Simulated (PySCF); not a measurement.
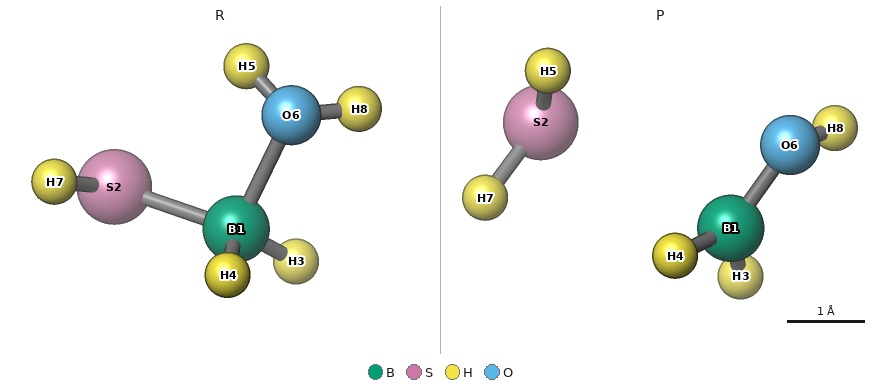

Reactant (R) and product (P) of one elementary step of BH₅SO. The picture is a ball-and-stick view, seen face on.

Stationary points at PBE0-D4/def2-TZVP, single-point energies with CCSD(T)/CBS (def2-TZVPP where no basis is named; PySCF 2.14.0). The energies are electronic, without zero-point or thermal terms, and both ends are the minima reached downhill from the saddle, with any fragments still in contact. CCSD(T)/CBS stands for a frozen-core estimate: MP2 correlation extrapolated from def2-TZVPP and def2-QZVPP, CCSD(T) minus MP2 from the smaller set.

R:
```xyz
8

B    -0.0935   -0.4052   -0.5292
S     1.5885    0.4088   -0.4983
H     0.0046   -1.5933   -0.3716
H    -0.8603   -0.0124   -1.3571
H    -0.0385    0.5427    1.3712
O    -0.8009    0.1153    0.9439
H     1.2519    1.5920   -1.0369
H    -1.0518   -0.6481    1.4780
```

P:
```xyz
8

B    -0.7698   -0.6911   -0.3003
S     1.7910    0.9064    0.1709
H    -0.1180   -1.6706   -0.5405
H    -1.0176    0.1309   -1.1354
H     0.8962    1.8485    0.5051
O    -1.3670   -0.5304    0.9049
H     1.7428    1.2412   -1.1273
H    -1.1576   -1.2349    1.5226
```

### What is the transition state like, and how high is the barrier?

Counted by bonded pieces, R holds BH₅SO and P holds BH₃O + H₂S. From R over the saddle to P, a bond forms: S2–H5 (2.48 → 1.54 → 1.34 Å). Bonds break: B1–S2 (1.87 → 2.05 → 3.05 Å), H5–O6 (0.97 → 1.35 → 3.31 Å). Bonds that stay but change much: B1–O6 (1.72 → 1.52 → 1.35 Å). The saddle has one imaginary mode, 1114i cm⁻¹. With CCSD(T)/CBS the barrier is 69.9 kJ/mol from R and 94.0 kJ/mol from P, and P lies 24.0 kJ/mol below R.

Saddle geometry:

```xyz
8

B    -0.2980   -0.4829   -0.4375
S     1.5030    0.4767   -0.2188
H    -0.0499   -1.6563   -0.3677
H    -0.8397   -0.0674   -1.4204
H     0.4031    0.5739    0.8591
O    -0.8577    0.0989    0.8554
H     1.1486    1.6442   -0.7817
H    -1.0094   -0.5874    1.5116
```

The saddle point in the same view, with dashed sticks for the bonds that form or break:

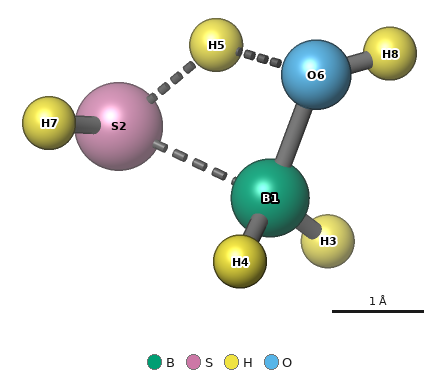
